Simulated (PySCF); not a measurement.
C₄H₁₀GeO, SMILES C=[CH][GeH2][O]CC at its GFN2-xTB optimised geometry (Å):

```
16

Ge    -1.2277     0.0652     0.0000
C     -1.6051    -0.9541    -1.6146
C     -2.6852    -1.6913    -1.8119
O      0.5274     0.0652     0.0000
C      1.3691     0.7319     0.9164
C      2.7916     0.7121     0.3780
H     -1.7559    -0.5622     1.2764
H     -1.6912     1.5119     0.0000
H     -0.8427    -0.9030    -2.3817
H     -3.4613    -1.7686    -1.0667
H     -2.8461    -2.2483    -2.7231
H      1.0374     1.7686     1.0592
H      1.3313     0.2297     1.8913
H      3.1170    -0.3150     0.2350
H      3.4613     1.2067     1.0765
H      2.8319     1.2232    -0.5805
```

Level of theory: B3LYP/def2-TZVP (PySCF). Cells within 0.4 Å of a nucleus heavier than hydrogen are left out (blank, or x).

Map of the HOMO amplitude (bohr^(-3/2)), clipped to [-0.25, 0.25] on the plane z = 0.0 Å; orbital energy -7.33 eV, overall sign arbitrary:

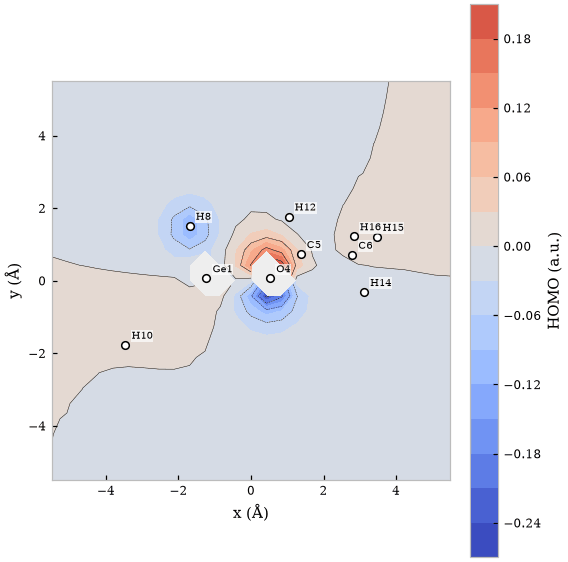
Figure. HOMO amplitude (bohr^(-3/2)), clipped to [-0.25, 0.25] on the plane z = 0.0 Å.
